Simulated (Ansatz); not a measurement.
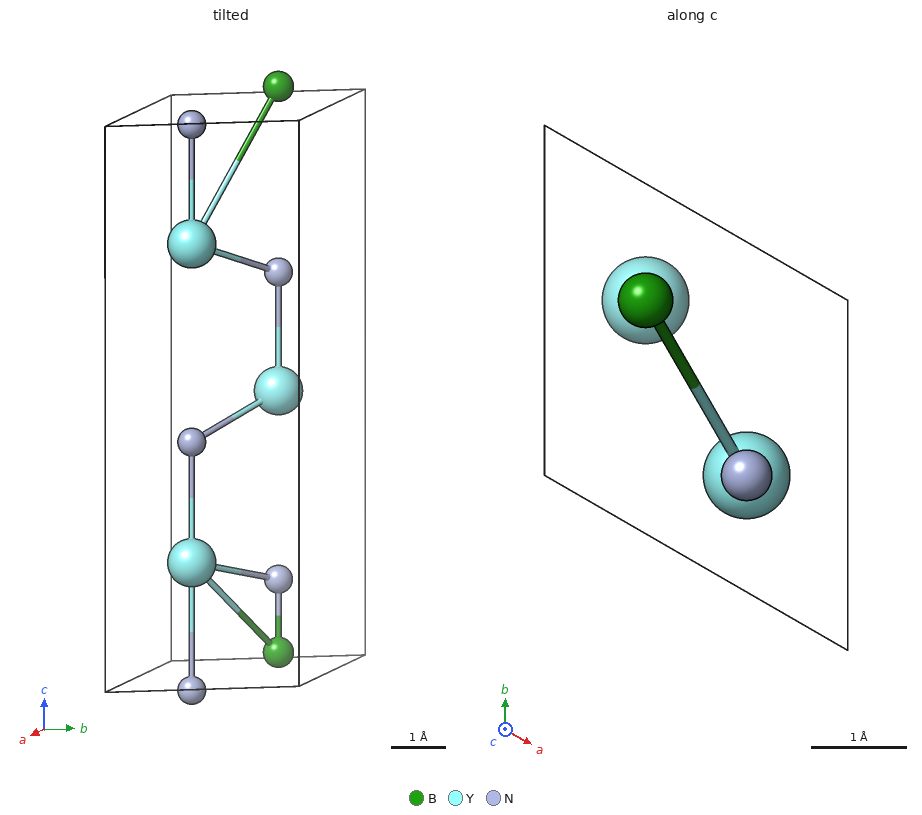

This ball-and-stick model is shown slightly off an axis and along the c axis. One conventional unit cell is outlined, and atoms on its boundary appear in each equivalent place.

Y3BN4, space group P3m1 (No. 156), a = 3.685 Å, b = 3.685 Å, c = 10.732 Å, α = 90.00°, β = 90.00°, γ = 120.00°. Starting structure: a structure type filled with these elements by a generator (whether the compound takes this form wasn't checked). Earlier steps of the study, as a rule a relaxation of our own, may have changed the cell and positions, so they can lie some per cent off the listed ones. It was run through Ansatz as a DFT input.

This one geometry was computed with Ansatz (DFT, plane waves, PAW) at five levels of theory: PBE, r2SCAN, HSE06, PBE with spin-orbit coupling and PBE0. It was relaxed beforehand with r2SCAN.

### Which level gives the highest pressure at this volume, and what does that say about its equilibrium volume?

Highest: PBE (1.1 GPa) and PBE with spin-orbit coupling (1.1 GPa), which points to the largest equilibrium volume. Lowest, with the smallest volume: HSE06 (-1.5 GPa) and PBE0 (-1.5 GPa). Levels within 0.5 GPa of each other can't be told apart.

### How does the band gap change with the level of theory?

PBE with spin-orbit coupling: a gap of 0.43 eV, indirect; PBE: a gap of 0.43 eV, indirect; r2SCAN: a gap of 0.56 eV, indirect; HSE06: a gap of 1.08 eV, indirect; PBE0: a gap of 1.72 eV, indirect.

### Collect the results in a table.

| level | cutoff (eV) | k-mesh of the run's cell | gap (eV) | pressure (GPa) |
| --- | --- | --- | --- | --- |
| PBE | 420 | 12×12×4 | 0.43 | 1.1 |
| r2SCAN | 500 | 12×12×4 | 0.56 | 0.0 |
| HSE06 | 420 | 6×6×2 | 1.08 | -1.5 |
| PBE with spin-orbit coupling | 420 | 12×12×4 | 0.43 | 1.1 |
| PBE0 | 420 | 6×6×2 | 1.72 | -1.5 |

Gaps are taken on the k-mesh or band path of each run.
